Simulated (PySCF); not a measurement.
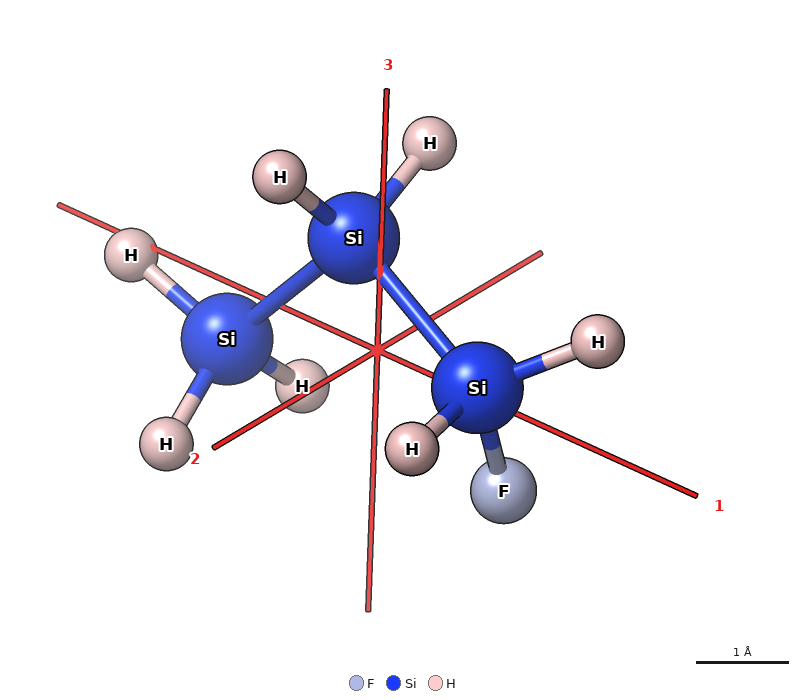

The three principal axes of inertia are drawn and numbered. Depth is shown by fading: the farther an atom, the more it takes the colour of the background. The geometry was computed by an optimisation with PBE0-D3(BJ)/def2-SVP. No frequency run is at hand to confirm it as a minimum. Masses are those of the most abundant isotopes; constants are for the rigid equilibrium geometry.

### Which line is the a axis (least moment of inertia), which b and which c?

a is line 1, b is line 3, c is line 2; the moments are 108, 290, 370 u Å².

### Classify the rotor and give the rotational constants (cm⁻¹).

An asymmetric top (C1): A = 0.157, B = 0.0582, C = 0.0456 cm⁻¹. Ray's parameter κ is −0.77, nearer the prolate limit.
